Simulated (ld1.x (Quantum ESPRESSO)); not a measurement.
Pseudopotential generation for Gd (part 2 of 2)

The same run, continued: gadolinium (Gd, Z = 64), core [Kr] 4d10 4f7, reference valence 5s2 5p6 5d1 6s2 6p0, valence charge 11. Method: TM semilocal potential, PBEsol, scalar-relativistic, made with ld1.x (Quantum ESPRESSO) 7.5.

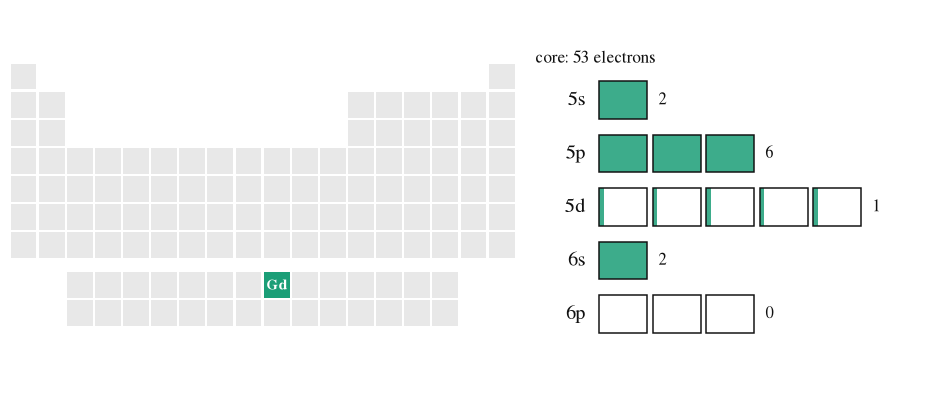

Left, the place of gadolinium in the periodic table; right, the valence shells of the reference configuration: a box for each of the 2l + 1 orbitals, shaded by the share of the shell that is filled, with the electron count at the right.

### Output of the test run (extracts), continued
```
     ---------------------- Testing the pseudopotential ----------------------

     Gd
     scalar relativistic calculation

     atomic number is 64.00   valence charge is 11.00
     dft =PBESOL   lsd =0 sic =0 latt =0  beta=0.20 tr2=1.0E-14
     mesh =1263 r(mesh) = 101.10069 xmin = -7.00 dx = 0.01250

     n l     nl             e AE (Ry)        e PS (Ry)    De AE-PS (Ry)
     1 0     5S   1( 2.00)       -4.21864       -4.70193        0.48329  !
     2 1     5P   1( 6.00)       -2.56289       -3.04269        0.47980  !
     3 2     5D   1( 1.00)       -0.69063       -1.14901        0.45838  !
     2 0     6S   1( 0.00)       -0.73326       -0.50921       -0.22405  !
     3 1     6P   1( 1.00)       -0.46839       -0.00902       -0.45937  !

     eps = 3.6E-15  iter = 28

     Etot =  -22533.800464 Ry,  -11266.900232 Ha, -306587.974014 eV
     Etotps =   -94.262700 Ry,     -47.131350 Ha,   -1282.509367 eV
     dEtot_ae =       0.754823 Ry
     dEtot_ps =       1.430726 Ry,   Delta E=      -0.675903 Ry

     Ekin =      19.862306 Ry,       9.931153 Ha,     270.240434 eV
     Encl =    -126.903409 Ry,     -63.451705 Ha,   -1726.608840 eV
     Ehrt =      46.303375 Ry,      23.151688 Ha,     629.989516 eV
     Ecxc =     -32.897253 Ry,     -16.448627 Ha,    -447.589929 eV
     (Ecc =     -20.716510 Ry,     -10.358255 Ha,    -281.862483 eV)
     Epseu=      -0.627719 Ry,      -0.313859 Ha,      -8.540547 eV

     ---------------------- End of pseudopotential test ----------------------

     ---------------------- Testing the pseudopotential ----------------------

     Gd
     scalar relativistic calculation

     atomic number is 64.00   valence charge is 11.00
     dft =PBESOL   lsd =0 sic =0 latt =0  beta=0.20 tr2=1.0E-14
     mesh =1263 r(mesh) = 101.10069 xmin = -7.00 dx = 0.01250

     n l     nl             e AE (Ry)        e PS (Ry)    De AE-PS (Ry)
     1 0     5S   1( 2.00)       -4.29567       -4.30745        0.01178  !
     2 1     5P   1( 6.00)       -2.62959       -2.64035        0.01076  !
     3 2     5D   1( 0.00)       -0.72957       -0.73936        0.00979  !
     2 0     6S   1( 2.00)       -0.75244       -0.76948        0.01704  !
     3 1     6P   1( 0.00)       -0.46841       -0.49886        0.03045  !

     eps = 9.5E-15  iter = 16

     Etot =  -22534.108514 Ry,  -11267.054257 Ha, -306592.165236 eV
     Etotps =   -95.241564 Ry,     -47.620782 Ha,   -1295.827490 eV
     dEtot_ae =       0.446774 Ry
     dEtot_ps =       0.451862 Ry,   Delta E=      -0.005088 Ry

     Ekin =      19.423348 Ry,       9.711674 Ha,     264.268109 eV
     Encl =    -130.844008 Ry,     -65.422004 Ha,   -1780.223425 eV
     Ehrt =      50.073159 Ry,      25.036580 Ha,     681.280040 eV
     Ecxc =     -33.170220 Ry,     -16.585110 Ha,    -451.303833 eV
     (Ecc =     -20.716510 Ry,     -10.358255 Ha,    -281.862483 eV)
     Epseu=      -0.723843 Ry,      -0.361921 Ha,      -9.848381 eV

     ---------------------- End of pseudopotential test ----------------------

     ---------------------- Testing the pseudopotential ----------------------

     Gd
     scalar relativistic calculation

     atomic number is 64.00   valence charge is 11.00
     dft =PBESOL   lsd =0 sic =0 latt =0  beta=0.20 tr2=1.0E-14
     mesh =1263 r(mesh) = 101.10069 xmin = -7.00 dx = 0.01250

     n l     nl             e AE (Ry)        e PS (Ry)    De AE-PS (Ry)
     1 0     5S   1( 2.00)       -3.88038       -3.88788        0.00750  !
     2 1     5P   1( 6.00)       -2.22728       -2.23425        0.00697  !
     3 2     5D   1( 1.00)       -0.39492       -0.40247        0.00755  !
     2 0     6S   1( 1.50)       -0.48892       -0.50341        0.01449  !
     3 1     6P   1( 0.00)       -0.25232       -0.07570       -0.17662  !

     eps = 6.6E-15  iter = 18

     Etot =  -22534.357414 Ry,  -11267.178707 Ha, -306595.551698 eV
     Etotps =   -95.491113 Ry,     -47.745556 Ha,   -1299.222779 eV
     dEtot_ae =       0.197874 Ry
     dEtot_ps =       0.202313 Ry,   Delta E=      -0.004439 Ry

     Ekin =      20.355213 Ry,      10.177607 Ha,     276.946783 eV
     Encl =    -135.744652 Ry,     -67.872326 Ha,   -1846.900073 eV
     Ehrt =      54.094795 Ry,      27.047397 Ha,     735.997179 eV
     Ecxc =     -33.553806 Ry,     -16.776903 Ha,    -456.522788 eV
     (Ecc =     -20.716510 Ry,     -10.358255 Ha,    -281.862483 eV)
     Epseu=      -0.642663 Ry,      -0.321332 Ha,      -8.743880 eV

     ---------------------- End of pseudopotential test ----------------------

     ---------------------- Testing the pseudopotential ----------------------

     Gd
     scalar relativistic calculation

     atomic number is 64.00   valence charge is 11.00
     dft =PBESOL   lsd =0 sic =0 latt =0  beta=0.20 tr2=1.0E-14
     mesh =1263 r(mesh) = 101.10069 xmin = -7.00 dx = 0.01250

     n l     nl             e AE (Ry)        e PS (Ry)    De AE-PS (Ry)
     1 0     5S   1( 2.00)       -3.89625       -3.88324       -0.01302  !
     2 1     5P   1( 6.00)       -2.23080       -2.21812       -0.01267  !
     3 2     5D   1( 0.00)       -0.34463       -0.33475       -0.00988  !
     2 0     6S   1( 2.00)       -0.40162       -0.39588       -0.00574  !
     3 1     6P   1( 1.00)       -0.16073       -0.16022       -0.00052

     eps = 8.9E-15  iter = 20

     Etot =  -22534.419451 Ry,  -11267.209725 Ha, -306596.395751 eV
     Etotps =   -95.565668 Ry,     -47.782834 Ha,   -1300.237153 eV
     dEtot_ae =       0.135837 Ry
     dEtot_ps =       0.127758 Ry,   Delta E=       0.008079 Ry

     Ekin =      19.732158 Ry,       9.866079 Ha,     268.469688 eV
     Encl =    -135.475420 Ry,     -67.737710 Ha,   -1843.236995 eV
     Ehrt =      54.422068 Ry,      27.211034 Ha,     740.449950 eV
     Ecxc =     -33.519962 Ry,     -16.759981 Ha,    -456.062318 eV
     (Ecc =     -20.716510 Ry,     -10.358255 Ha,    -281.862483 eV)
     Epseu=      -0.724511 Ry,      -0.362256 Ha,      -9.857477 eV

     ---------------------- End of pseudopotential test ----------------------
```

### Key numbers

- outcome: generated
- cutoffs needed: 70 Ry and 140 Ry (the cutoffs, on a coarse ladder, from which the occupation-weighted sum of valence levels, in a spherical-Bessel basis at the reference potential, stays within 10 and 1 mRy of its value at 400 Ry); ghost states and empty shells don't enter this sum
- ghost test: no ghost state below the valence levels in the s, d, p channels (spherical-Bessel basis up to 400 Ry, 20 bohr box)
- configuration tests: 1 of 7 tests not solved
- largest excitation error among the tests solved: -1400 meV (all-electron minus pseudo) for 5s2 5p6 5d0 6s0 6p0
- range over which the phases arctan(r u′/u) at the test radius agree within 0.05 rad (a looser test near the poles than one of phase shifts): s: up to about 3.1 Ry; p: up to about -0.1 Ry; d: up to about 1.8 Ry
- hardware: 1 CPU thread, shared host
- wall time: 1.6 s

### Remarks

An excitation error of 1400 meV in its own tests makes this a poorly transferable potential. The open f shell is frozen into the core, so the potential fits one valence alone and carries no f magnetism.
